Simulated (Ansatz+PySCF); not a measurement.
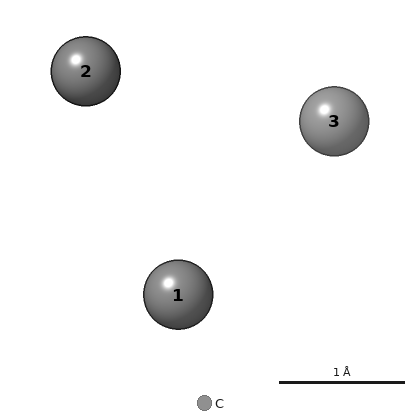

Figure made from data computed with Ansatz+PySCF.

Orthographic view. Depth is shown by fading: the farther an atom, the more it takes the colour of the background. The species has charge +1 and is a spin doublet. Geometry: a fixed input geometry, not necessarily a minimum.

Give the distance matrix in Å.

```tsv
atom	C1	C2	C3
C1	0.00		
C2	1.94	0.00	
C3	1.94	2.14	0.00
```
